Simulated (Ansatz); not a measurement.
## Electronic structure of C$_{2}$H$_{7}$GaO in real space

The calculation's input:

```
crystal:
  periodic: [false, false, false]
  atoms:
    - symbol: C
      position_ang: [-0.350000, 1.241000, 0.150900]
    - symbol: C
      position_ang: [-0.953100, -0.089400, 0.543000]
    - symbol: O
      position_ang: [-0.214800, -1.221800, 0.168500]
    - symbol: Ga
      position_ang: [1.330300, -1.387400, -0.699400]
    - symbol: H
      position_ang: [-0.996200, 2.056600, 0.485600]
    - symbol: H
      position_ang: [0.634400, 1.384000, 0.605500]
    - symbol: H
      position_ang: [-0.236700, 1.325400, -0.933600]
    - symbol: H
      position_ang: [-1.089200, -0.118800, 1.632300]
    - symbol: H
      position_ang: [-1.955000, -0.177300, 0.102100]
    - symbol: H
      position_ang: [2.110300, -0.126600, -1.189100]
    - symbol: H
      position_ang: [1.720000, -2.885700, -0.865800]
basis:
  gaussian:
    orbitals: Sapporo-DZP.json
    fitting: {mean_field: def2-universal-jkfit}
total_charge: 0
hamiltonian:
  xc: {name: PBE0-DH, parameters: {c: 0.2}}
accuracy: high
output: {forces: true, orbitals: {seedname: orbitals}}
```

Command:

```sh
ansatz run in.yaml --threads 1 --pin off --max-ram 2610MiB --events-out events.jsonl --progress --plain --runs-dir runs
```

Geometry: PBE0-D4/def2-TZVP.

Level of theory: Ansatz, isolated molecule in a Gaussian basis; Kohn-Sham density functional theory, functional PBE0-DH.

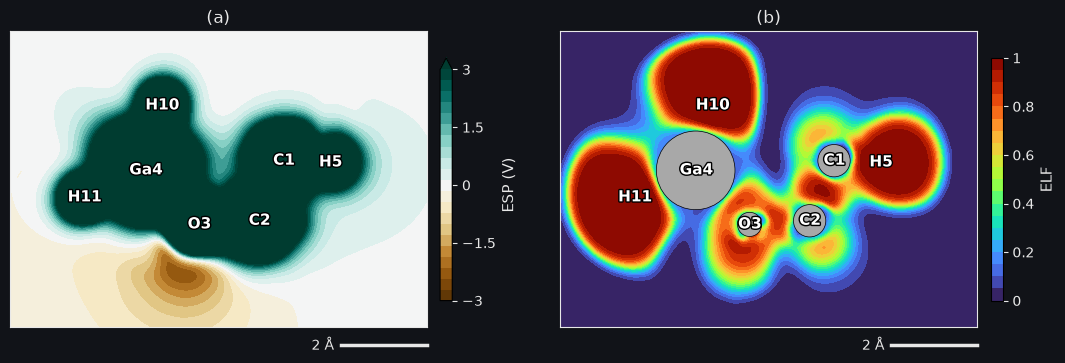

Figure 1. (a) electrostatic potential; (b) electron localisation function on the plane of atoms C2, O3 and Ga4. Grey discs cover the atomic cores in the ELF map.

Question: Interpret the plot.

Answer: The plane passes through C, O, Ga and H nuclei. C–O (1.40 Å): the ELF peaks at about 0.90 between the atoms (a shared but strongly polarised pair). C–C (1.51 Å): the ELF peaks at about 0.95 between the atoms, as expected for a shared electron pair. Ga–O (1.78 Å): the ELF peaks at about 0.85 in the valence shell of O, 0.6 Å from its nucleus, and is about 0.20 at the midpoint. C–H (1.09 Å): the ELF climbs to about 1 towards the hydrogen, as it does in any bond to H; a covalent bond by its length. Ga–H (1.56 Å): the ELF climbs to about 1 towards the hydrogen. The ELF also peaks beside O3, away from the bonds: lone-pair regions. Outside the dense part of the molecule the potential is most negative (−2.3 V) near O3.

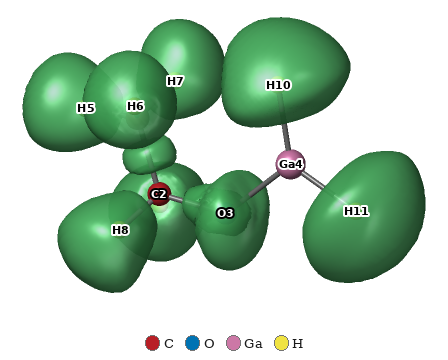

Figure 2. Isosurface of the ELF at 0.75 (green), seen at a tilt. Only the valence region is drawn (cores and ρ < 0.01 e/Å³ removed).

Question: Identify the bonds, lone pairs and shells in this picture.

Answer: At this value the surface marks out one region between bonded C–C atoms (shared pairs), seven regions around hydrogen nuclei and one region on O in which the atom's valence shell and bonds are merged.

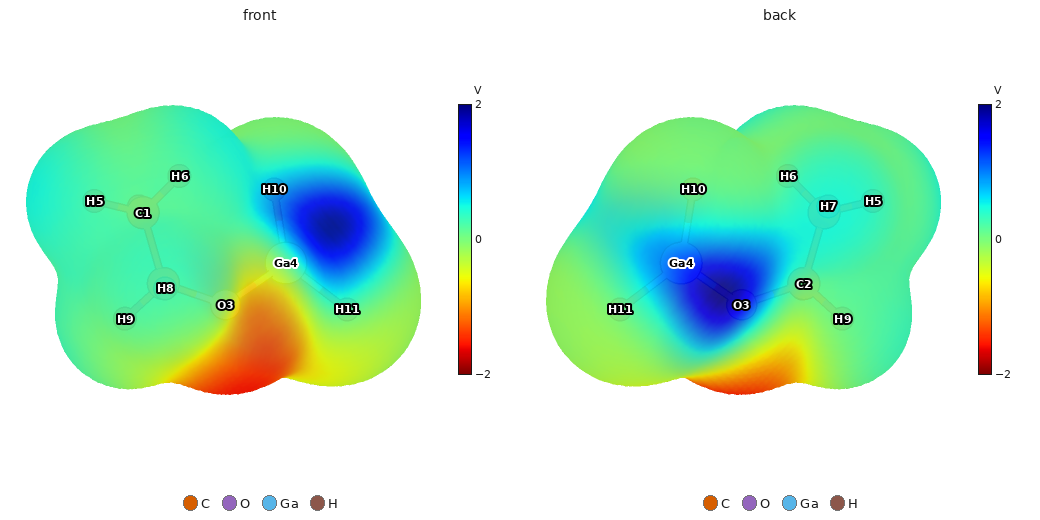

Figure 3. The electrostatic potential painted on the density surface at 0.001 e/bohr³, seen from the front and from behind; the colour scale runs from red (negative) to blue (positive).

Question: Which sites attract a positive test charge, and which a negative one?

Answer: A positive charge is drawn to the negative regions and a negative charge to the positive ones. The most negative region (about −1.5 V, or −35 kcal/mol for a unit charge) lies over O3, the most positive (about +1.9 V, or +44 kcal/mol for a unit charge) over Ga4. O3 is the likeliest acceptor of a hydrogen bond.

Question: What dipole moment does the calculation give?

Answer: Its dipole moment is 1.24 D.

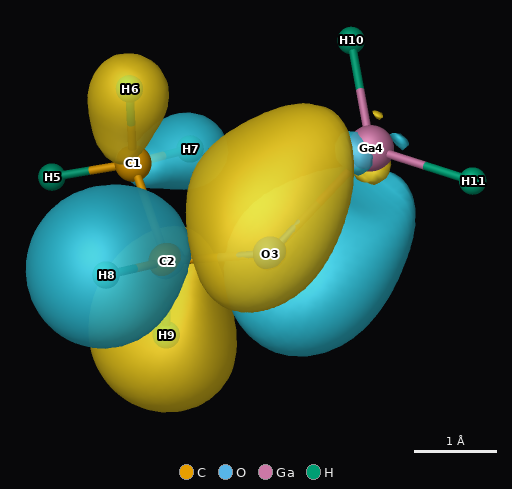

Figure 4. One frontier orbital at ±0.08 Å⁻³ᐟ² (yellow and cyan are the two phases), seen at a tilt.

Question: Which orbital is it: HOMO or LUMO?

Answer: The HOMO, at −8.96 eV. It lies mainly on O3 (about 50 %), C2 (about 15 %), Ga4 (about 10 %), H8 (about 10 %) and H9 (about 10 %).
